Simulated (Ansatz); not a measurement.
## Electronic structure of C₂H₂GeN₂ (Ge(CN)2H2) (charge +1, doublet) in real space

The calculation's input:

```
crystal:
  periodic: [false, false, false]
  atoms:
    - {symbol: Ge, position_ang: [-0.485257, 0.112442, -0.346814]}
    - {symbol: C, position_ang: [-0.477159, -0.058919, 1.557694]}
    - {symbol: N, position_ang: [-0.462511, -0.043477, 2.736736]}
    - {symbol: C, position_ang: [1.319005, -0.059168, -0.955986]}
    - {symbol: N, position_ang: [2.439751, -0.050667, -1.323475]}
    - {symbol: H, position_ang: [-1.206191, 1.348882, -0.861346]}
    - {symbol: H, position_ang: [-1.127639, -1.249092, -0.806821]}
basis:
  gaussian: {orbitals: def2-TZVP, initial_orbitals: start.molden}
total_charge: 1
magnetization: {spin_polarized: true, initial_magnetization: 1}
hamiltonian: {xc: pbe0, dispersion: d4}
scf: {omitted_lower_state_checks: [starts]}
output: {orbitals: {seedname: orbitals}}
```

Launched as:

```sh
ansatz run in.yaml --threads 2 --pin off --events-out ev --progress --plain --max-ram 4352MiB
```

Geometry: r2SCAN-D4/def2-SVP.

Theory: UKS PBE0-D4/def2-TZVP (Ansatz 0.2.0).

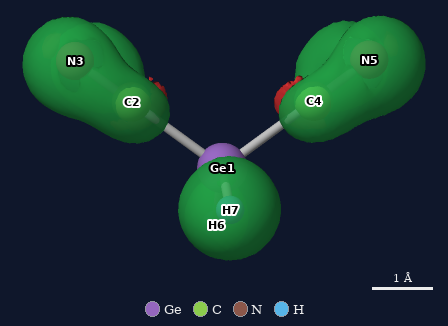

Figure 1. Isosurfaces of the spin density at +0.02 (green) and −0.02 e/Å³ (red), seen across its widest extent.

Q: Where is the unpaired spin?

A: The unpaired spin (1 electron) lies mostly on N3 (about 0.3), N5 (about 0.3), H7 (about 0.2), C2 (about 0.1) and C4 (about 0.1), in electrons by Hirshfeld's partition.

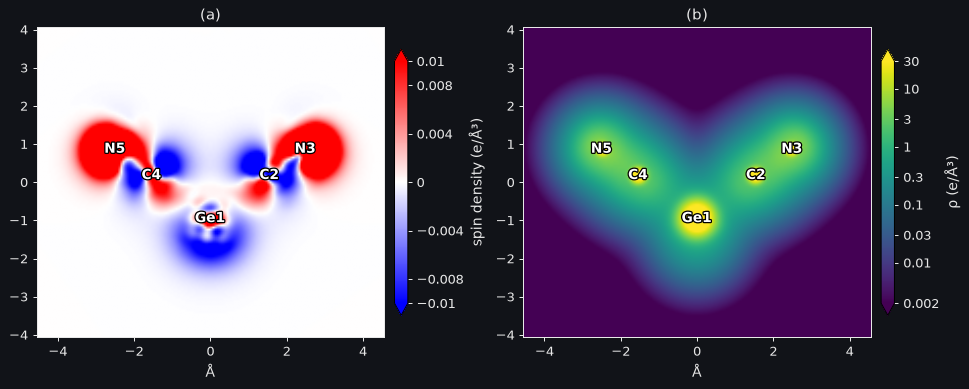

Figure 2. (a) spin density; (b) total electron density on the plane of atoms C2, Ge1 and C4.

Q: Interpret the plot.

A:
- The section cuts through Ge, C and N sites.
- C–N (1.18 Å): the density is about 3.6 e/Å³ at the midpoint.
- C–Ge (1.91 Å): the density is about 0.89 e/Å³ at the midpoint.

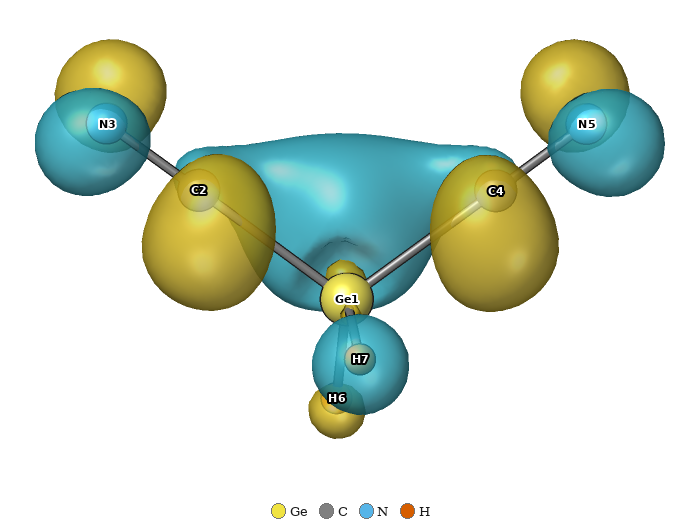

Figure 3. The LUMO (α) at ±0.15 Å⁻³ᐟ² (yellow and cyan are the two phases), seen across its widest extent.

Q: What is the character of this orbital?

A: It lies mainly on Ge1 (about 25 %), C2 (about 15 %), C4 (about 15 %), N3 (about 15 %) and N5 (about 15 %). Its energy is −7.66 eV.
